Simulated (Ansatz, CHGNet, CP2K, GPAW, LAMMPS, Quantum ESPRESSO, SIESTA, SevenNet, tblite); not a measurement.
# GPAW runs on glassy 53P2O5-24SrO-24Li2O (mol %) (83 atoms), part 2 of 2

Wanted: GPAW inputs and outputs for glassy 53P2O5-24SrO-24Li2O (mol %) (83 atoms), checked against a plane-wave reference.

Program: GPAW 26.7.0; the method stands at each step. Banners, paths, timers and routine set-up lines are dropped from the logs unmarked, and long logs keep their key lines alone; longer cuts are marked.

So far. Step 3 (PBE, LCAO sz(dzp), h 0.18 Å): Against the first run (48 %), the force difference from the reference is 262 %, at 0.38 times the CPU time, with 344 basis functions against 1079: the smaller basis costs accuracy. Step 4 (revPBE, LCAO dzp, h 0.18 Å): Against the first run (48 %), the force difference from the reference is 51 %, at 1.0 times the CPU time; the model has changed, so this is no error of the program alone.

## 5. PBE, LCAO dzp, h 0.16 Å

Method: Kohn-Sham DFT, PBE, PAW, atomic orbitals (dzp).

Contents of run.py:

```python
import numpy as np
from ase.io import read
from gpaw import GPAW, FermiDirac
from ase.parallel import parprint as print

atoms = read("structure.xyz")
atoms.calc = GPAW(
    mode="lcao",
    basis="dzp",
    h=0.16,
    xc="PBE",
    kpts={"size": (1, 1, 1), "gamma": True},
    occupations=FermiDirac(0.05),
    maxiter=200,
    symmetry={"point_group": False},
    txt="gpaw.txt",
)
energy = atoms.get_potential_energy(force_consistent=True)
forces = atoms.get_forces()
print(f"energy {energy:.6f} eV")
print("forces (eV/A)")
for i, (a, f) in enumerate(zip(atoms, forces)):
    print(f"{i:4d} {a.symbol:2s} {f[0]:10.5f} {f[1]:10.5f} {f[2]:10.5f}")
print(f"Fermi level {atoms.calc.get_fermi_level():.4f} eV")
for k in range(len(atoms.calc.get_ibz_k_points())):
    for s in range(atoms.calc.get_number_of_spins()):
        e = atoms.calc.get_eigenvalues(kpt=k, spin=s)
        n = np.searchsorted(e, atoms.calc.get_fermi_level())
        print(f"k {k} spin {s} levels about the Fermi level:", np.round(e[max(n - 6, 0):n], 4).tolist(), "|", np.round(e[n:n + 6], 4).tolist())
```

Contents of structure.xyz:

```xyz
83
Lattice="10.37499 0.00000 0.00000 0.00000 10.37499 0.00000 0.00000 0.00000 10.37499" Properties=species:S:1:pos:R:3 pbc="T T T"
[... 83 atom lines left out: the same atoms as in the first run ...]
```

Launch:

```console
$ OMP_NUM_THREADS=1 mpirun -np 2 gpaw python run.py > output.txt
```

The log of the run:

```text
energy -515.978720 eV
forces (eV/A)
   0 P     1.19997   -0.23221    2.07407
   1 P     2.65527   -1.89324    3.14326
   2 P    -0.19170    0.35693    2.12129
   3 P    -2.59600   -1.99582   -2.33966
   4 P     2.84883   -2.55716    1.65363
   5 P    -1.67537   -2.33503    0.11206
   6 P     1.26237   -0.36105    0.06742
   7 P    -1.67075    1.75328   -0.21491
   8 P    -0.46838   -0.31211   -1.30685
   9 P    -0.77076   -0.46723    2.67386
  10 P     0.08850   -1.57326    2.65437
  11 P    -2.44640   -0.18061    0.17057
[...]
78 O     2.00262    2.11925   -2.79728
  79 O    -0.97586   -0.22066   -1.08288
  80 O     0.51970    1.27692   -1.03639
  81 O     0.90420    2.48690    2.00518
  82 O    -1.08450    0.63170   -0.99058
Fermi level 4.0502 eV
k 0 spin 0 levels about the Fermi level: [2.3429, 2.3598, 2.5379, 2.6087, 2.7099, 3.0624] | [5.0376, 6.0688, 6.7873, 6.8932, 7.2167, 7.531]
```

gpaw.txt:

```text
Input parameters:
  mode=LCAO(),
  basis={'default': 'dzp'},
  h=0.16,
  kpts=MonkhorstPack(size=(1, 1, 1), gamma=True),
  maxiter=200,
  occupations=Occupations(name='fermi-dirac', width=0.05, fixmagmom=False),
  symmetry=Symmetry(point_group=False),
  xc=XC(name='PBE')
[... lines left out ...]
  Fermi-Dirac:
[... lines left out ...]
convergence criteria:
- Maximum [total energy] change in last 3 cyles: 0.0005 eV / valence electron
[... lines left out ...]
Converged in 10 steps
[... lines left out ...]
  Free energy:    -515.978720
[... lines left out ...]
dipole moment: (56.280807, -12.235755, 27.556429)  # |e|*Ang
Fermi level: 4.050
Eigenvalues  # (at kpt = [0.000, 0.000, 0.000])
| band index |      eig [eV] | occ [0-2] |
|------------|---------------|-----------|
|          0 |       -32.131 |     2.000 |
|        ... |               |           |
|        220 |         2.117 |     2.000 |
|        221 |         2.156 |     2.000 |
[...]
|        235 |         7.693 |     0.000 |
|        ... |               |           |
|        277 |        10.681 |     0.000 |
Gap: 1.975 eV
Transition (v -> c):
  (s=0, k=0, n=227, [0.00, 0.00, 0.00]) -> (s=0, k=0, n=228, [0.00, 0.00, 0.00])
No difference between direct/indirect transitions
Force computation time: 20.430  # s
```

Run time: 1.9 min. Hardware: 2 MPI ranks of Arm Neoverse V1, shared host; peak memory 2.2 GiB; 3.8 min of CPU time.

Numbers from this run, and their distance from the reference:

```
r.m.s. force component                           : 1.564 eV/Å
r.m.s. difference of force components            : 587.2 meV/Å
longest difference of force vectors              : 1657 meV/Å
force difference over r.m.s. force               : 47.9 %
slope of forces against the reference's          : 1.199
correlation of force components                  : 0.94
gap (highest filled to lowest empty level) : 1.975 eV
gap difference                                   : -0.2878 eV
energy less the same-level run's                 : -50.94 meV/atom
r.m.s. force difference from the same-level run  : 36.27 meV/Å
```

This run lies far from the reference in forces at the same functional. Basis and potentials both differ; the latter hold 456 valence electrons against the reference's 472.

Against the first run (48 %), the force difference from the reference is 48 %, at 1.5 times the CPU time (on 2 against 1 cores): the change moves forces by 36 meV/Å r.m.s., so most of the difference comes from elsewhere.

The difference per atom is largest on O (1.1 eV/Å on average, against 0.28 on P).

## 6. All runs compared

Differences are against the plane-wave reference, forces as r.m.s. over components; share is that over the reference's r.m.s. force, slope the least-squares factor from reference forces to these. Total energies of different programs have different zeros and aren't compared.

```csv
run,"Δ force, r.m.s. (meV/Å)",share (%),slope,Δ gap (eV),cores,CPU time,memory (GiB)
reference,-,-,-,-,4,59 s,1.4
"GPAW PBE, LCAO dzp, h 0.18 Å",588,48.0,1.200,-0.289,1,2.6 min,1.4
"GPAW PBE, LCAO sz(dzp), h 0.18 Å (coarse)",3218,262,1.633,-1.74,1,58 s,1.1
"GPAW revPBE, LCAO dzp, h 0.18 Å",628,51.2,1.222,-0.268,1,2.6 min,1.4
"GPAW PBE, LCAO dzp, h 0.16 Å",587,47.9,1.199,-0.288,2,3.8 min,2.2
```

Rows marked coarse were listed beforehand as settings not expected to be converged; some can still land near the reference.

CPU time is summed over cores on a shared host, where runs went side by side, so it is rough. Symmetry, cutoffs, thresholds, outputs and thread counts weren't matched or tuned between programs; memory under MPI is the largest rank's times the ranks.

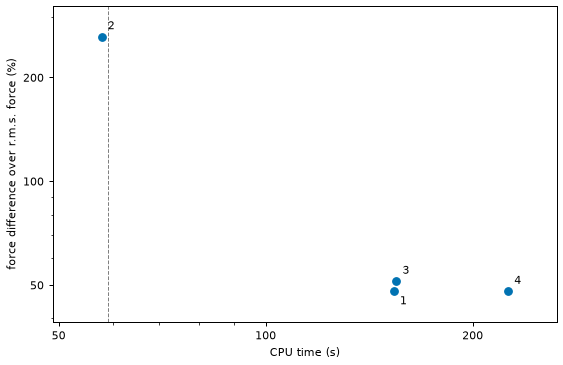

Force difference against CPU time; the dashed line marks the reference's time. Points: 1 GPAW PBE, LCAO dzp, h 0.18 Å; 2 GPAW PBE, LCAO sz(dzp), h 0.18 Å; 3 GPAW revPBE, LCAO dzp, h 0.18 Å; 4 GPAW PBE, LCAO dzp, h 0.16 Å.

Within one program, basis, potentials and functional, energies share a zero. Each run against its twin at the usual cutoff or grid and solver:

```csv
run,twin,Δ energy (meV/atom),"Δ force, r.m.s. (meV/Å)",CPU time over the twin's
"GPAW PBE, LCAO dzp, h 0.16 Å","LCAO dzp, h 0.18 Å",-50.9,36.3,1.5 (this twin ran on 1 cores)
```

## 7. Summary of results

```json
{
 "nearest in forces": "a tie at 48 % of 2 runs: GPAW PBE, LCAO dzp, h 0.18 Å; GPAW PBE, LCAO dzp, h 0.16 Å"
}
```

What this shows: The PBE runs in local orbitals, coarse settings apart, differ by 48 % in each run; basis, grid and potentials can all enter, and differences of this size make the forces unusable. Rows with another functional or a dispersion term differ by 51 % (GPAW revPBE, LCAO dzp, h 0.18 Å), which mixes the change of model with differences of basis and potentials. Runs with settings chosen to be coarse differ by 262 % (GPAW PBE, LCAO sz(dzp), h 0.18 Å), their programs' other errors included. None of the electronic-structure runs in the table takes under half the reference's CPU time of 59 s; they take 0.98 to 3.8 times as much. At the same functional, gaps differ from the reference's 2.26 eV by between -1.74 and -0.29 eV. The potentials hold different valence shells: 472 electrons in the reference, 456 in GPAW; this bears on time and differences. The quench rate of 20 K/ps is many orders above laboratory rates, so the cell is likely richer in defects and strain than a real sample. The network of bonds at the start is that of the classical potential that made the cell, and needn't be the one that DFT or experiment would give. The reference's pressure of 2.1 GPa belongs to a cell and atoms that aren't relaxed at this level. The electronic-structure runs sample only Γ, in a cell whose shortest periodic width is 10 Å.

[Also dropped from logs without a mark: logging warnings of Python, and SIESTA's first energy breakdown and zero terms.]

[Logs are printed without paths, hosts, clocks, repeated set-up lines and the standing remarks that a program may print on its own settings, such as how far it seeks lower states.]

[Hosts, paths, dates, database ids (printed as entryN), source tags and the programs' standing remarks are cut or masked in the printed files.]
